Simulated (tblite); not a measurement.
## Frequency calculation of C11H11ClO2

C11H11ClO2, computed with GFN2-xTB harmonic vibrations, gas phase (tblite 0.8.0).

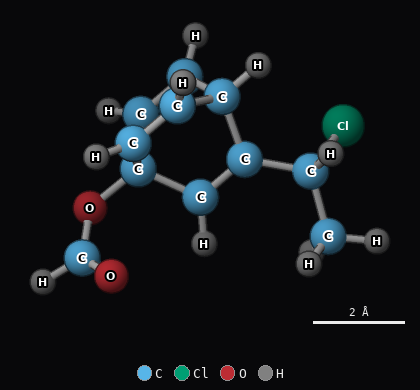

The input geometry (ball-and-stick view, seen at a tilt). Bond lengths as drawn: C–C 1.32 to 1.52 Å, C–Cl 1.81 Å, C–H 1.07 to 1.11 Å and C–O 1.20 to 1.42 Å.

The input:
```
{"job": {"kind": "ir", "xc": "GFN2-xTB", "basis": "xTB"}, "charge": 0, "multiplicity": 1}
C     -2.721375    -1.517716    -0.200662
C     -2.342088    -0.057050    -0.059648
Cl    -3.098978     0.601979     1.451392
C     -0.881552     0.201740     0.037791
C      0.100767    -0.680626     0.163245
C      1.474967    -0.043052     0.261023
O      2.544360    -0.967297     0.441473
C      2.742775    -1.883172    -0.486958
O      2.116917    -2.058987    -1.489930
C      1.387772     0.910184     1.439068
C      0.408960     1.789317     1.318425
C     -0.389636     1.643413     0.039350
C      0.625440     1.716877    -1.081173
C      1.606744     0.840122    -0.968245
H     -2.272374    -1.920550    -1.105888
H     -3.801726    -1.620367    -0.265614
H     -2.369554    -2.087886     0.655040
H     -2.776780     0.537379    -0.869020
H      0.019864    -1.749920     0.189232
H      3.612843    -2.494663    -0.184998
H      2.087017     0.803746     2.245559
H      0.155570     2.552907     2.028948
H     -1.195794     2.366875    -0.050750
H      0.514356     2.438168    -1.868693
H      2.440571     0.702724    -1.629835
```

The first line tells a small driver script what to run in tblite; the rest is the geometry in Å.

Machine: 2 CPU threads, shared host.

Launch command:
```bash
OMP_NUM_THREADS=2 python <driver script> task.json out
```

What the program printed:
```
mode    cm-1     km/mol
  1      34.0      2.06
  2      62.2      4.00
  3      87.3      0.40
  4     110.9      3.52
  5     153.1      1.36
  6     214.4      4.13
  7     243.3      1.57
  8     255.3      0.99
  9     288.0      4.35
 10     298.5      3.80
 11     368.2      3.15
 12     419.2      4.80
 13     430.3      3.76
 14     454.8      1.47
 15     469.8      4.38
 16     483.4      1.95
 17     498.4      7.59
 18     550.0      2.05
 19     621.6      0.45
 20     649.6      1.30
 21     684.4      0.50
 22     708.4      3.40
 23     744.4      6.31
 24     770.5     35.51
 25     790.6     16.29
 26     797.5     28.47
 27     839.2      0.62
 28     844.3      3.55
 29     861.6     20.54
 30     937.4      8.81
 31     940.8      4.21
 32     971.1      0.04
 33     982.6      1.78
 34    1008.6      5.88
 35    1033.5      7.11
 36    1056.7      5.54
 37    1059.9      2.67
 38    1084.3      3.20
 39    1100.5      2.77
 40    1134.6      5.91
 41    1138.8      2.09
 42    1158.7    109.37
 43    1170.3    117.69
 44    1184.7     55.86
 45    1203.9     74.10
 46    1223.0      2.95
 47    1243.3      4.11
 48    1246.6     11.98
 49    1281.6     23.45
 50    1311.1      0.44
 51    1362.1     24.92
 52    1399.8     13.49
 53    1476.6      8.38
 54    1488.7      3.17
 55    1650.8     20.84
 56    1667.2     21.89
 57    1712.7      1.99
 58    1788.7    456.21
 59    2807.0    134.65
 60    2922.9      7.03
 61    3026.5     23.97
 62    3034.1     11.82
 63    3044.6     14.20
 64    3049.9     10.46
 65    3136.4      7.51
 66    3141.6      7.15
 67    3155.3     20.32
 68    3158.4      6.74
 69    3160.4     14.90
```

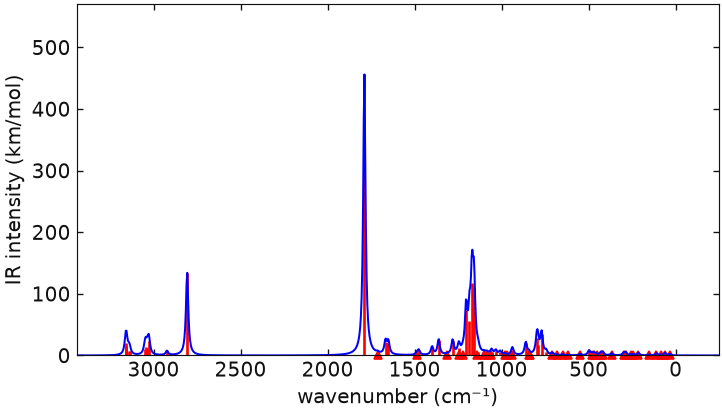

Harmonic infrared spectrum, unscaled: sticks (degenerate modes added up, dark ones marked on the axis) with a Lorentzian envelope of 16 cm⁻¹ full width, scaled to the tallest stick. 69 modes from 34 to 3160 cm⁻¹, none imaginary. The strongest line is at 1789 cm⁻¹ (456 km/mol).

Results in brief:

```csv
quantity,value
outcome,converged
total energy,−1137.3648 eV
zero-point energy,119.2100 kcal/mol
wall time,3.1 s (CPU time 6.1 s)
peak memory,0.18 GiB
```
